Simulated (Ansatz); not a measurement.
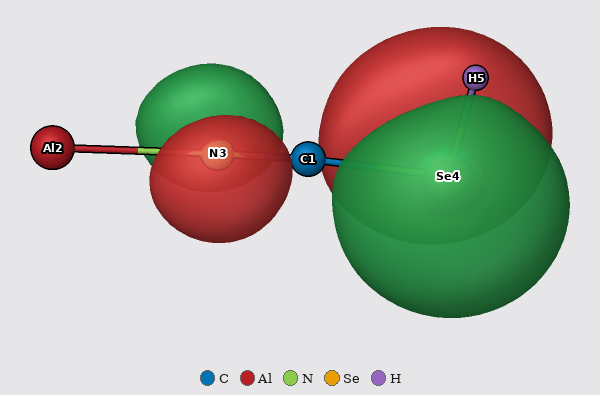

Figure 1: CHAlNSe (SMILES [Al][N+]#C[SeH]) (charge +1). The HOMO−1 at ±0.08 Å⁻³ᐟ² (green and red are the two phases), seen at a tilt.

Geometry: PBE0-D3(BJ)/def2-SVP.

Theory: isolated molecule in a Gaussian basis; Kohn-Sham density functional theory, functional PBE0 in Ansatz.

```yaml
atoms:
  - { symbol: C, position_ang: [-2.3521, -0.3186, -0.2335] }
  - { symbol: Al, position_ang: [-0.5661, -0.2490, 2.5016] }
  - { symbol: N, position_ang: [-1.7063, -0.3138, 0.7350] }
  - { symbol: Se, position_ang: [-3.4095, -0.2183, -1.7098] }
  - { symbol: H, position_ang: [-2.8739, -1.5018, -2.2085] }
```

Describe this orbital and give its energy.

Answer. Its weight (Hirshfeld) is mainly on Se4 (about 75 %) and N3 (about 15 %); it changes sign across the molecular plane (π type); π-antibonding (a node) across C1–N3. Its energy is −12.71 eV.
